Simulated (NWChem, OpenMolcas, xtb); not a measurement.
## InSiH3ClO (SMILES [SiH3][O][In][Cl]): the vertical ionisation energy, rung by rung

The species is InSiH3ClO (7 atoms), meant as a doublet with charge 0. As SMILES, `[SiH3][O][In][Cl]`. Geometry: relaxed at PBE0-D4/def2-TZVP. This is one conformer, not always the lowest.

Each level gives the vertical ionisation energy (to the singlet cation) (eV). The values are calculated.

| level | kind | program | value (eV) | CPU time (all runs) |
| --- | --- | --- | --- | --- |
| GFN2-xTB | semi-empirical | xtb | 13.16 | under 2 s |
| UHF/def2-SVP (core potential) | Hartree–Fock | NWChem | 8.88 | 56 s |
| USVWN5/def2-SVP (core potential) | LDA | OpenMolcas | 8.81 | 91 s |
| UBLYP/def2-SVP (core potential) | GGA | OpenMolcas | 8.50 | 1.9 min |
| UM06-L/def2-SVP (core potential) | meta-GGA | OpenMolcas | 8.68 | 2.5 min |
| UTPSS/def2-SVP (core potential) | meta-GGA | OpenMolcas | 8.72 | 2.9 min |
| UPBE0/def2-SVP (core potential) | global hybrid | OpenMolcas | 8.98 | 95 s |
| UMP2/def2-SVP (core potential) | perturbation theory | NWChem | 8.61 | 1.8 min |

Spin-orbit coupling, which can split open shells on such heavy atoms by tenths of an eV, is left out. The values span 8.50 to 13.16 eV. The xTB values lack the empirical shift that such differences need. In the correlated wave-function rows the outer d shell of In is correlated, in sets not made for it. CPU times are rough (shared hosts, several kinds of processor and program).

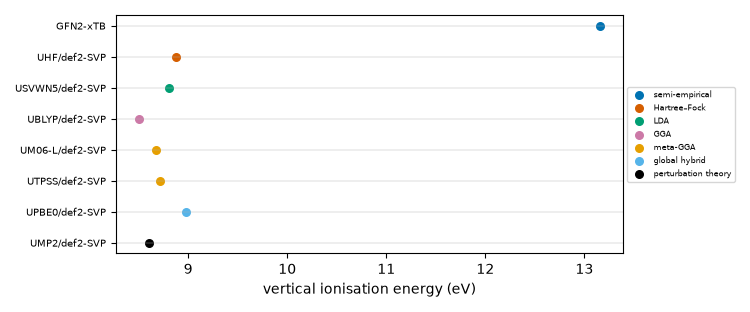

The values of the table, level by level.
